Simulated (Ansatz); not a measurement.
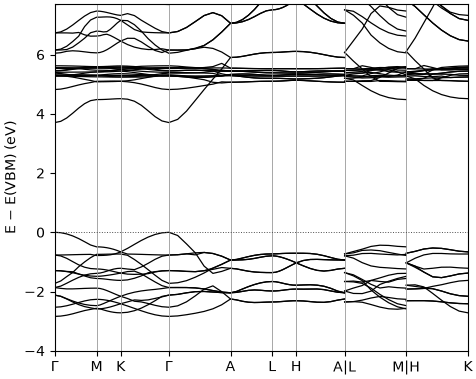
Fig. 1. Band structure from the program Ansatz at the LDA level (PAW)

Task: Read off the gap and where the band edges lie.

Result: About 3.7 eV (3.70 eV by a search for the band edges); maximum at Γ, minimum at Γ.

The material is LaH3O3 in space group P6_3/m (No. 176; La on 2d, H on 6h, O on 6h).

The first step of the workflow began from a Materials Project structure, measured or hypothetical; the Crystallography Open Database copy checked does not list it. Its standing as an ambient phase is unchecked. The cell was relaxed with LDA under the symmetry of its start. At this level the phase is dynamically unstable (imaginary phonons). Scalar-relativistic: spin–orbit coupling is off unless named, which matters more the heavier the elements.

Potentials: the later of the program's two PAW sets.
